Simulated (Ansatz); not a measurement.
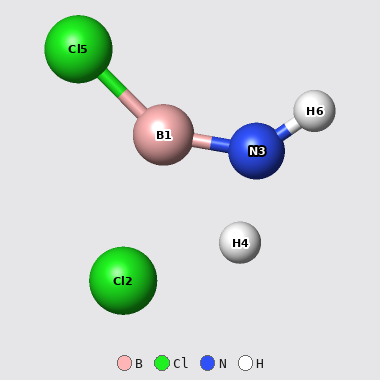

The system is the reacting system BCl2H2N (fragments BCl₂H₂N where the first distance is long, BClHN + ClH where the second is long); the picture shows the reference structure. The first coordinate is: distance Cl2–H4 (bond that forms); the second: distance B1–Cl2 (bond that breaks). Relaxed at each point: all other coordinates. Grid: 9 × 9 points. Points are written as (first, second). All energies are given in kcal/mol relative to a guessed transition structure relaxed with its forming and breaking bonds held. The reference is spin-restricted, so regions where a bond is pulled apart into radicals lie too high. Theory: RKS r2SCAN-D4/def2-SVP (Ansatz 0.2.0).

Its coordinates:

```xyz
6

B     0.4146    0.3669    0.2288
Cl    1.2087   -1.5328   -0.4569
N    -0.8657    0.1086   -0.0979
H    -0.4921   -1.0900   -0.5492
Cl    1.4770    1.5382    0.9071
H    -1.7424    0.6091   -0.0319
```

Range: distance Cl2–H4 (bond that forms) from 1.197 to 2.997 Å; distance B1–Cl2 (bond that breaks) from 1.674 to 2.874 Å.

What landscape does the calculation give?

Answer. The lowest grid point is at (2.997 Å, 1.763 Å), −58 kcal/mol from a guessed transition structure relaxed with its forming and breaking bonds held. No other kind of well shows on this grid. The highest grid point, (1.197 Å, 1.674 Å), lies 108 kcal/mol above the lowest. On the interpolated surface the lowest path from the side where the first distance is long, about (2.90 Å, 1.78 Å), to the side where the second distance is long, (1.331 Å, 2.874 Å), has its top at (1.515 Å, 2.512 Å), about 70 kcal/mol above the start and 5.3 kcal/mol above the end.

```
second ↓, first →  1.197  1.331  1.515  1.725  1.954  2.197  2.453  2.720  2.997
            2.874     11      6     12     15     14     13     12     11     11
            2.690     14      9     12     11      7      4      2      0      0
            2.512     17     12     11      5     −1     −6     −9    −11    −12
            2.341     21     14      8     −1    −10    −17    −21    −24    −24
            2.179     23     15      5     −9    −20    −28    −33    −36    −37
            2.026     27     17      1    −16    −29    −38    −44    −47    −48
            1.886     32     19     −1    −20    −34    −45    −51    −55    −56
            1.763     40     25      2    −19    −36    −47    −54    −58    −58
            1.674     50     33      8    −15    −32    −44    −51    −55    −55
```

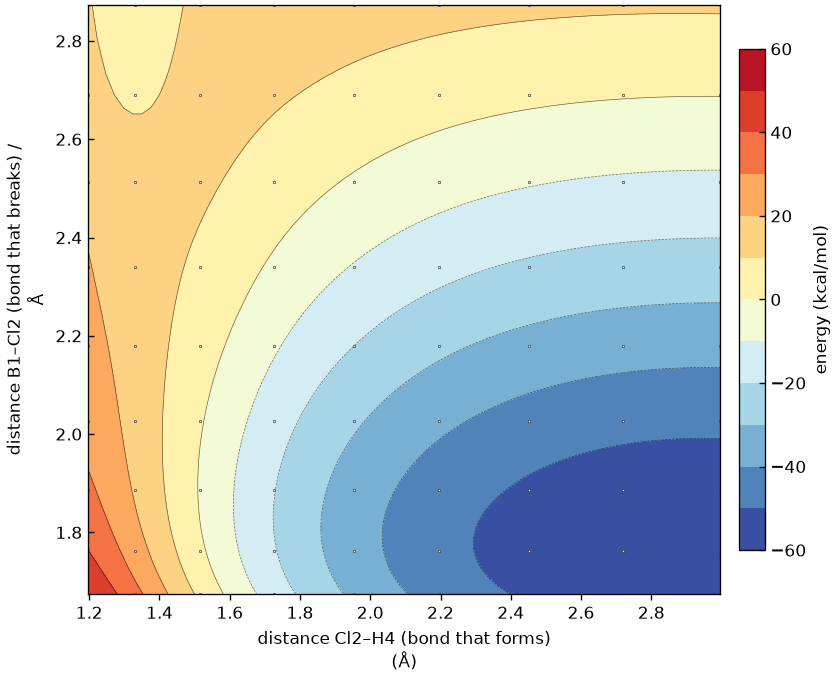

The picture shows filled contours, dots at the grid points. Between grid points the surface is interpolated.

Each point was launched as `ansatz run input.yaml --threads 1 --pin off --max-ram 2560MiB --backend cpu --events-out ev --progress --plain --runs-dir out`. Time for the 81 points that were run: 17 min on 1 thread of Arm Neoverse V2 (shared host).
